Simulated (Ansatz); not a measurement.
Ga4AsN3

```xyz
8
Lattice="3.3721 0.0000 0.0000 0.0000 6.8529 0.0000 0.0000 0.0000 4.7291" Properties=species:S:1:pos:R:3 pbc="T T T"
N     0.0000    1.5491    0.0106
Ga    1.6860    1.4688    3.6686
N     1.6860    0.0000    2.3843
Ga    0.0000    0.0000    1.2878
N     0.0000    5.3038    0.0106
Ga    1.6860    5.3840    3.6686
As    1.6860    3.4264    2.3761
Ga    0.0000    3.4264    0.7806
```

Space group Pmm2; started from the ordered alloy on zincblende lattice prototype, which need not be the ambient phase.

Computed with Ansatz, DFT, r2SCAN, plane waves, PAW.

The density is the valence pseudo-density of a PAW calculation; it isn't the true density close to the nuclei.

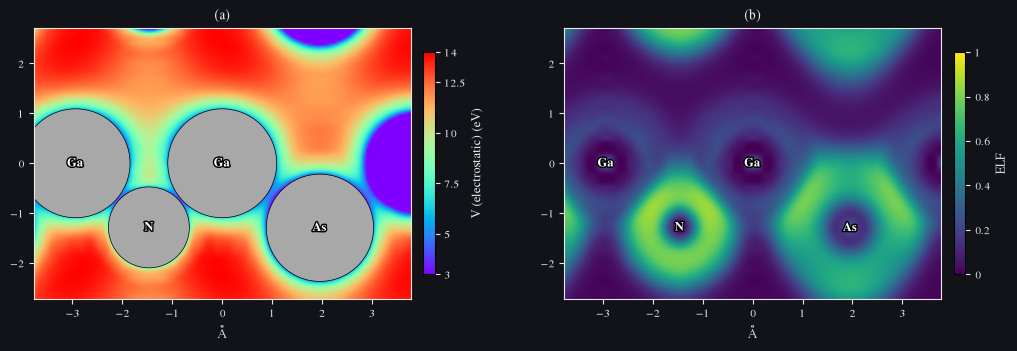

Figure 1. (a) electrostatic potential energy of an electron; (b) electron localisation function on the (100) plane of the conventional cell. Grey discs cover the atomic cores in the potential map.

**Describe what can be read from this map.**

The section cuts through Ga, N and As sites. Ga–N (1.95 Å): the ELF peaks at about 0.85 in the valence shell of N, 0.7 Å from its nucleus, and is about 0.50 at the midpoint. Ga–As (2.35 Å): the ELF peaks at about 0.80 between the atoms (a covalent bond). Outside the cores the potential energy rises away from the atoms and is highest about 1.6 Å from the nearest atoms; its zero is arbitrary.

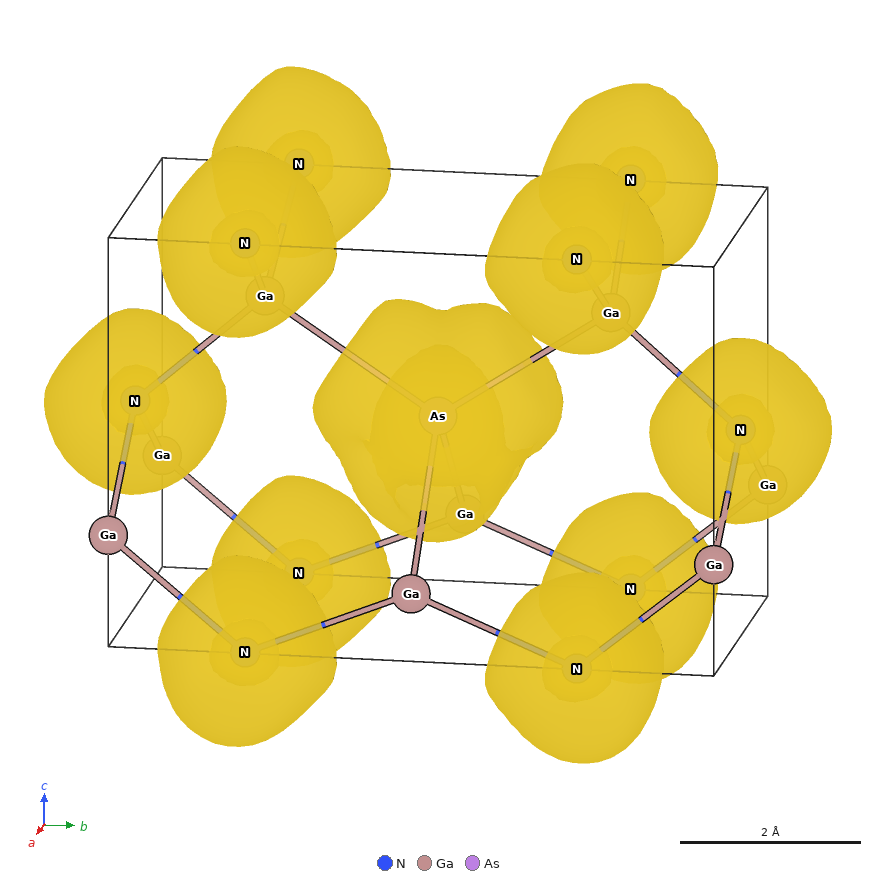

Figure 2. Isosurface of the ELF at 0.6 (yellow), seen slightly off an axis. Only the valence region is drawn (cores and ρ < 0.01 e/Å³ removed). Sticks mark near contacts.

**Describe the localisation domains.**

The surface consists of one region on As in which the atom's valence shell and bonds are merged and three regions wrapped around N (the valence shell of each), counted in one cell of 8 atoms. Regions shared between cells count once. Profiles from the grid: Ga–As (2.32 Å): the ELF peaks at about 0.80 between the atoms: localised, covalent bonding.
